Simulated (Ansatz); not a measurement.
# doublet [BSiN2H5]+: levels of theory compared

Aim: a comparison of 5 runs (UB3LYP/6-31G*, U-revPBE/cc-pVDZ, UB3LYP/cc-pVDZ, UBLYP/cc-pVDZ, USVWN5/cc-pVDZ) of doublet [BSiN2H5]+. 

Program for the calculation: Ansatz 0.2.0.

61 further runs of the same task are left out: 61 set aside as unsound or not needed.

### 1 The structure to begin with

The species is [BSiN2H5]+ (9 atoms), meant as a doublet with charge +1. SMILES of the parent species: `N[SiH]1BN1`. Geometry: relaxed at PBE0-D4/def2-TZVP. This is one conformer, not always the lowest. That shape belongs to the parent species and isn't relaxed for this state.

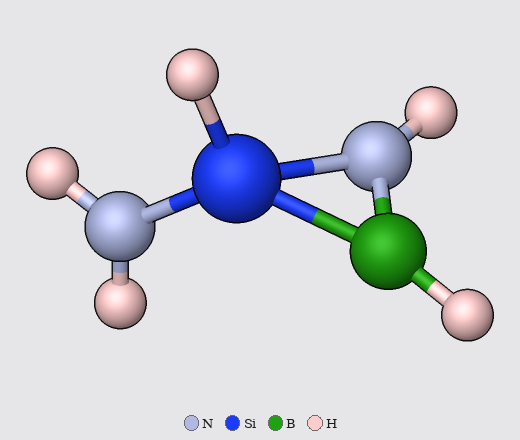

Viewed from a chosen angle; nitrogen light blue, silicon blue, boron green, hydrogen pink.

### 2 A single-point energy at UB3LYP/6-31G(d) (spherical functions) (run 1)

Contents of input.yaml:

```yaml
crystal:
  periodic: [false, false, false]
  atoms:
    - {symbol: "N", position_ang: [-0.637800, 1.588100, 0.218200]}
    - {symbol: Si, position_ang: [0.258900, 0.175500, 0.530500]}
    - {symbol: B, position_ang: [-0.233900, -1.625800, 0.110200]}
    - {symbol: N, position_ang: [0.650500, -0.971600, -0.738400]}
    - {symbol: H, position_ang: [-0.221300, 2.503300, 0.212900]}
    - {symbol: H, position_ang: [-1.561800, 1.577300, -0.177300]}
    - {symbol: H, position_ang: [1.441200, 0.620900, 1.305200]}
    - {symbol: H, position_ang: [-0.741300, -2.702400, 0.114400]}
    - {symbol: H, position_ang: [1.134000, -1.211600, -1.592900]}
basis:
  gaussian:
    orbitals: 6-31G_st_-spherical.json
total_charge: 1
magnetization:
  spin_polarized: true
  initial_magnetization: 1
hamiltonian:
  xc: {name: B3LYP}
accuracy: high
output: {orbitals: {seedname: orbitals}}
```

The basis set 6-31G* is read from a file made from the Basis Set Exchange's data (not shown).

Command:

```console
$ ansatz run input.yaml --threads 1 --pin off --max-ram 3480MiB --events-out events.jsonl --progress --plain --runs-dir runs
```

The program printed:

```text
Warning: RAYON_NUM_THREADS=1 ignored (pool sized by the plan → 1); use --threads N
Functional definition: B3LYP
  name "B3LYP"
  parameter a0 = 0.2
  parameter ax = 0.72
  parameter ac = 0.81
  exchange = (1 - a0 - ax)*slater_x + ax*b88_x + a0*exact_x
  correlation = (1 - ac)*vwn_rpa_c + ac*lyp_c
1651 factors; integrals over basis functions are off by at most 3.4e-9 eV
mean field evaluation 1: about -11587.2769 eV, gradient 7.0e1 eV
mean field evaluation 2: about -11530.8216 eV, gradient 1.2e2 eV
mean field evaluation 4: about -11606.1074 eV, gradient 1.3e1 eV
mean field evaluation 8: about -11607.0685 eV, gradient 7.2e-1 eV
mean field evaluation 16: about -11607.2619 eV, gradient 8.8e-4 eV
mean field evaluation 32: about -11607.2619 eV, gradient 3.7e-8 eV
mean field -11607.26191305 eV, -426.5590076199 hartree, gradient 3.7e-8 eV, S^2 0.757639; 0 other end points of the search recorded, 0 dependent functions left out
reference -11607.26194967 eV, -426.5590089658 hartree; 19, 18 occupied and 51, 52 virtual orbitals, 1651 factors
Total energy: -11607.26194967 eV, -426.5590089658 hartree
```

Run time: 11 s. Hardware: 1 thread of Arm Neoverse V1, shared host; peak memory 0.31 GiB.

### 3 The energy at U-revPBE/cc-pVDZ (run 2)

Contents of in.yaml:

```yaml
crystal:
  periodic: [false, false, false]
  atoms:
    - {symbol: "N", position_ang: [-0.637800, 1.588100, 0.218200]}
    - {symbol: Si, position_ang: [0.258900, 0.175500, 0.530500]}
    - {symbol: B, position_ang: [-0.233900, -1.625800, 0.110200]}
    - {symbol: "N", position_ang: [0.650500, -0.971600, -0.738400]}
    - {symbol: H, position_ang: [-0.221300, 2.503300, 0.212900]}
    - {symbol: H, position_ang: [-1.561800, 1.577300, -0.177300]}
    - {symbol: H, position_ang: [1.441200, 0.620900, 1.305200]}
    - {symbol: H, position_ang: [-0.741300, -2.702400, 0.114400]}
    - {symbol: H, position_ang: [1.134000, -1.211600, -1.592900]}
basis:
  gaussian:
    orbitals: cc-pVDZ
total_charge: 1
magnetization:
  spin_polarized: true
  initial_magnetization: 1
hamiltonian:
  xc: {name: revPBE}
accuracy: high
output:
  orbitals: {seedname: orbitals}
```

Command:

```console
$ ansatz run in.yaml --threads 1 --pin off --max-ram 3480MiB --events-out events.jsonl --progress --plain --runs-dir runs
```

The program printed:

```text
Warning: RAYON_NUM_THREADS=1 ignored (pool sized by the plan → 1); use --threads N
Functional definition: revPBE
  name "revPBE"
  parameter kappa = 1.245
  parameter beta = 0.06672455060314922
  exchange = pbe_x(kappa = kappa, mu = beta*pi^2/3)
  correlation = pbe_c(beta = beta)
1993 factors; integrals over basis functions are off by at most 3.8e-9 eV
mean field evaluation 1: about -11581.3018 eV, gradient 7.5e1 eV
mean field evaluation 2: about -11483.6486 eV, gradient 1.4e2 eV
mean field evaluation 4: about -11600.2930 eV, gradient 2.5e1 eV
mean field evaluation 8: about -11604.7491 eV, gradient 3.0e-1 eV
mean field evaluation 16: about -11604.7459 eV, gradient 4.7e-4 eV
mean field evaluation 32: about -11603.2806 eV, gradient 1.1e0 eV
mean field -11604.74592898 eV, -426.4665469109 hartree, gradient 2.8e-8 eV, S^2 0.753599; 2 other end points of the search recorded, 0 dependent functions left out
reference -11604.74593350 eV, -426.4665470768 hartree; 19, 18 occupied and 66, 67 virtual orbitals, 1993 factors
Total energy: -11604.74593350 eV, -426.4665470768 hartree
```

Wall time 12 s (1 thread of Arm Neoverse V1, shared host); peak memory 0.28 GiB.

Runs 3 to 4 aren't shown in full; the table further down has their settings and results.

### 4 A single-point energy at USVWN5/cc-pVDZ (run 5)

Contents of job.yaml:

```yaml
crystal:
  periodic: [false, false, false]
  atoms:
    - symbol: N
      position_ang: [-0.637800, 1.588100, 0.218200]
    - symbol: Si
      position_ang: [0.258900, 0.175500, 0.530500]
    - symbol: B
      position_ang: [-0.233900, -1.625800, 0.110200]
    - symbol: "N"
      position_ang: [0.650500, -0.971600, -0.738400]
    - symbol: H
      position_ang: [-0.221300, 2.503300, 0.212900]
    - symbol: H
      position_ang: [-1.561800, 1.577300, -0.177300]
    - symbol: H
      position_ang: [1.441200, 0.620900, 1.305200]
    - symbol: H
      position_ang: [-0.741300, -2.702400, 0.114400]
    - symbol: H
      position_ang: [1.134000, -1.211600, -1.592900]
basis:
  gaussian:
    orbitals: cc-pVDZ
total_charge: 1
magnetization:
  spin_polarized: true
  initial_magnetization: 1
hamiltonian:
  xc: {name: SVWN5}
accuracy: high
output: {orbitals: {seedname: orbitals}}
```

Command:

```console
$ ansatz run job.yaml --threads 1 --pin off --max-ram 3480MiB --events-out events.jsonl --progress --plain --runs-dir runs
```

The program printed:

```text
Warning: RAYON_NUM_THREADS=1 ignored (pool sized by the plan → 1); use --threads N
Functional definition: SVWN5
  name "SVWN5"
  exchange = slater_x
  correlation = vwn5_c
1993 factors; integrals over basis functions are off by at most 3.8e-9 eV
mean field evaluation 1: about -11517.9678 eV, gradient 7.8e1 eV
mean field evaluation 2: about -11413.4740 eV, gradient 1.4e2 eV
mean field evaluation 4: about -11537.9320 eV, gradient 2.7e1 eV
mean field evaluation 8: about -11543.1973 eV, gradient 3.1e-1 eV
mean field evaluation 16: about -11543.1953 eV, gradient 1.6e-4 eV
mean field evaluation 32: about -11542.6496 eV, gradient 2.7e0 eV
mean field -11543.19528322 eV, -424.2046023995 hartree, gradient 7.1e-8 eV, S^2 0.751849; 2 other end points of the search recorded, 0 dependent functions left out
reference -11543.19528670 eV, -424.2046025276 hartree; 19, 18 occupied and 66, 67 virtual orbitals, 1993 factors
Total energy: -11543.19528670 eV, -424.2046025276 hartree
```

Run time: 6 s. Hardware: 1 thread of Arm Neoverse V1, shared host; peak memory 0.25 GiB.

### 5 Overview of the runs

| run | level | energy (Eh) | HOMO energy (eV) | LUMO energy (eV) | ⟨S²⟩ | wall time |
| --- | --- | --- | --- | --- | --- | --- |
| 1 | UB3LYP/6-31G* (spherical functions) | -426.559009 | -13.40 | -11.01 | 0.758 | 11 s |
| 2 | U-revPBE/cc-pVDZ | -426.466547 | -12.48 | -11.49 | 0.754 | 12 s |
| 3 | UB3LYP/cc-pVDZ | -426.582483 | -13.42 | -10.99 | 0.758 | 14 s |
| 4 | UBLYP/cc-pVDZ | -426.507986 | -12.33 | -11.41 | 0.753 | 11 s |
| 5 | USVWN5/cc-pVDZ | -424.204603 | -12.48 | -11.74 | 0.752 | 6 s |

### 6 Summary of results

```
                                 quantity          value
                      run 5: total energy  -424.20460 Eh
run 5: HOMO energy (highest over α and β)      -12.48 eV
 run 5: LUMO energy (lowest over α and β)      -11.74 eV
                              run 5: ⟨S²⟩          0.752
```

What this shows: Totals of different functionals can't be ranked against each other. All runs together took 55 s, the longest 14 s.
